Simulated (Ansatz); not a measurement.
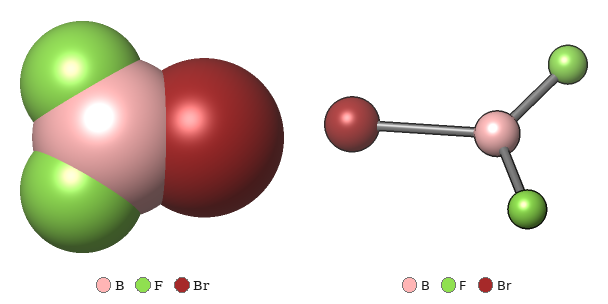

The same structure drawn twice, from different directions.

Description:

The molecule is BBrF₂. The point group is C2v. All atoms lie on one plane. Coordination: 1 B trigonal planar.

The parts below concern this one geometry. Atoms keep their numbers from picture to picture. Computed geometry: PBE0-D4/def2-TZVP optimisation.

Shape

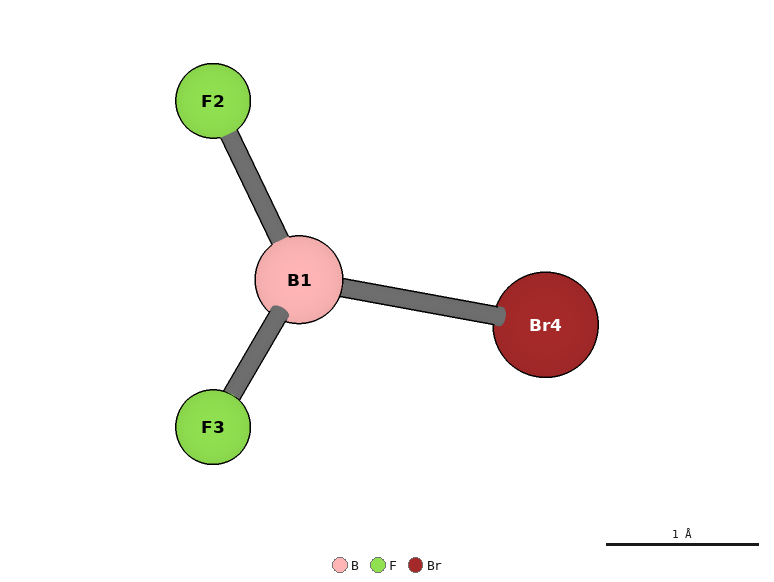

Numbered structure.

List the bonds and their lengths.

| bond | length (Å) |
| --- | --- |
| B1–F2 | 1.309 |
| B1–F3 | 1.309 |
| B1–Br4 | 1.903 |

Dipole moment

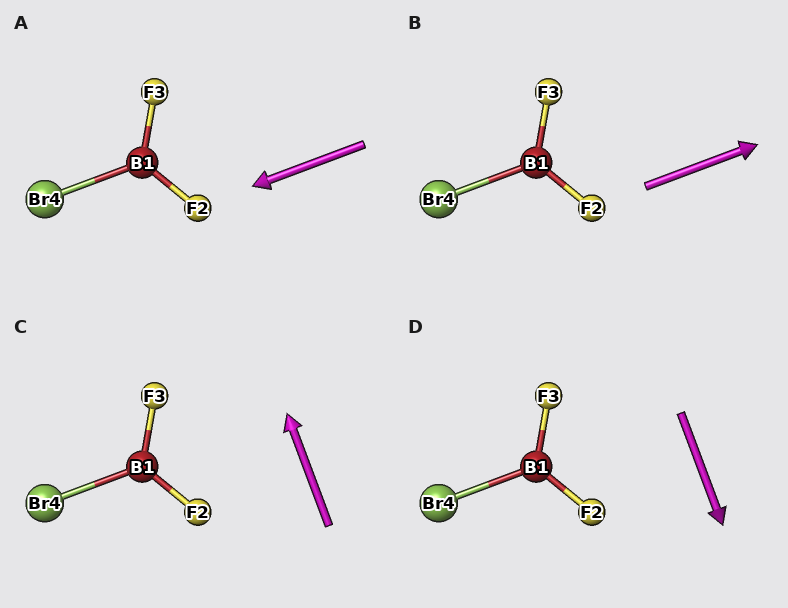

The same molecule four times, each with an arrow. Level of theory: RKS PBE0-D4/def2-TZVP (Ansatz 0.2.0).

> Which arrow points along the dipole moment, from the negative to the positive end?

A. The dipole moment is 0.27 D; it points from the side of F2, F3 to the side of Br4 (the outermost atoms at the two ends).

Charges

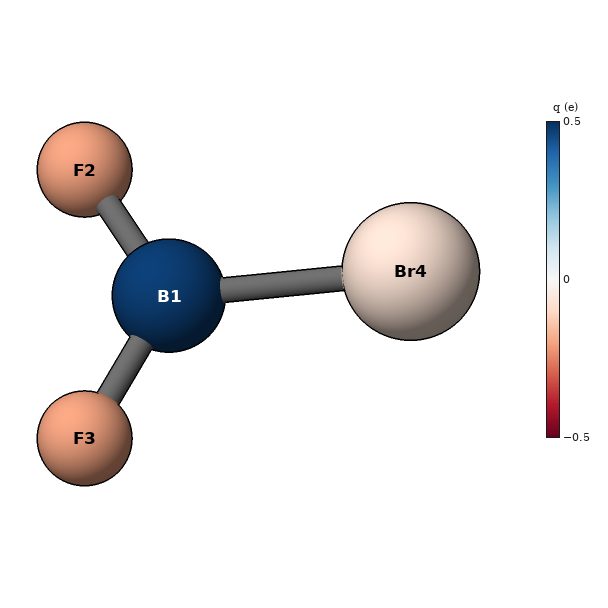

Atoms are coloured by their Mulliken charges. Level of theory: RKS PBE0-D4/def2-TZVP (Ansatz 0.2.0).

Give the Mulliken charges atom by atom.

```
atom  value (e)
  B1       0.47
  F2      −0.20
  F3      −0.20
 Br4      −0.07
```

Electronic properties

Properties computed with RKS PBE0-D4/def2-TZVPP (Ansatz 0.2.0).

> Give the HOMO–LUMO gap at this level.

8.68 eV.

> What is the HOMO energy (Kohn–Sham orbital)?

−9.08 eV.

Thermal motion

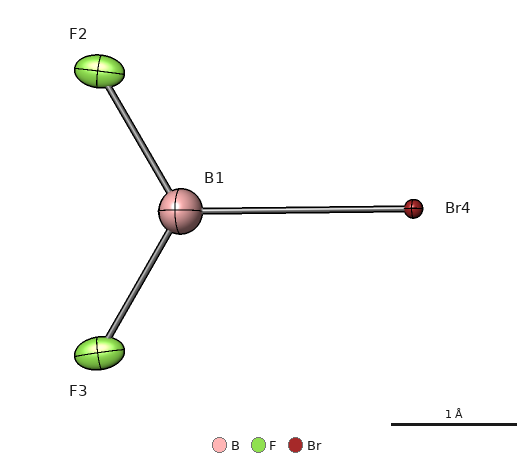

Displacement ellipsoids at the 50 % level, enlarged 3 times, from the internal vibrations of the free molecule (harmonic, no overall translation or rotation; no half-axis is drawn under 0.075 Å). Vibrations computed with RKS PBE0-D4/def2-TZVP (Ansatz 0.2.0). Temperature: 100 K.

> Which atom moves most?

B1, with U_eq = 0.0018 Å².

Give the displacement parameters, one line for each set of equivalent atoms.

```tsv
atom	U_eq (Å²)	rms amplitudes (Å)
B1	0.0018	0.038, 0.039, 0.048
F2, F3	0.00095	0.010, 0.028, 0.044
Br4	0.00009	0.002, 0.008, 0.015
```

Mulliken values depend strongly on the basis set and can even reverse the polarity of a bond.
